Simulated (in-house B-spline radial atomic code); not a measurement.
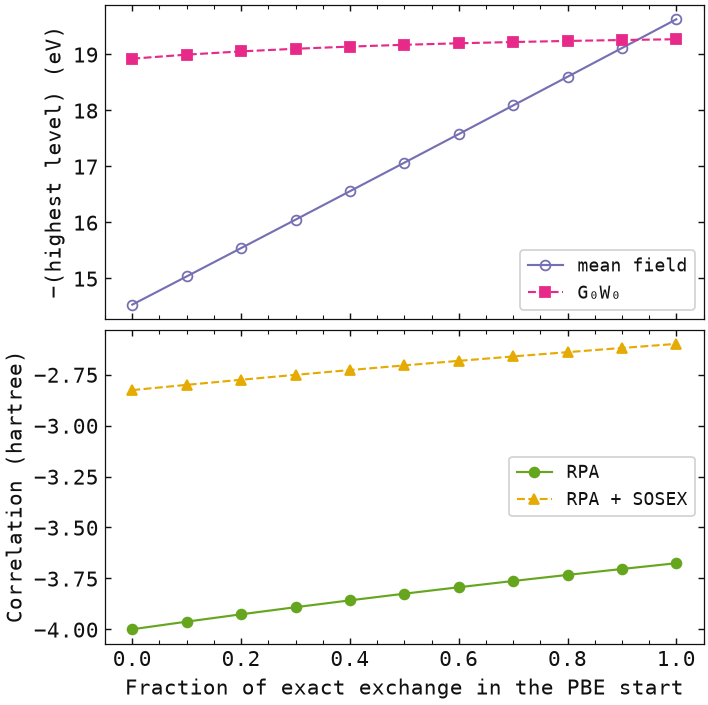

G₀W₀ and RPA for Te⁺ ([Kr] 4d¹⁰ 5s² 5p³) as exact exchange is mixed into the PBE start. All-electron spherical atom, scalar X2C, no spin-orbit coupling, Breit or QED terms; computed with a B-spline radial code.

Where does the G₀W₀ correction vanish, and how does the correlation energy move?

The mean-field binding energy of 5p↑ runs from 14.53 eV at fraction 0 to 19.63 eV at 1, the G₀W₀ value only from 18.92 to 19.27 eV. The correction vanishes near a fraction of 0.93. The RPA correlation energy goes from −4.00 to −3.68 hartree, and with SOSEX from −2.83 to −2.60.
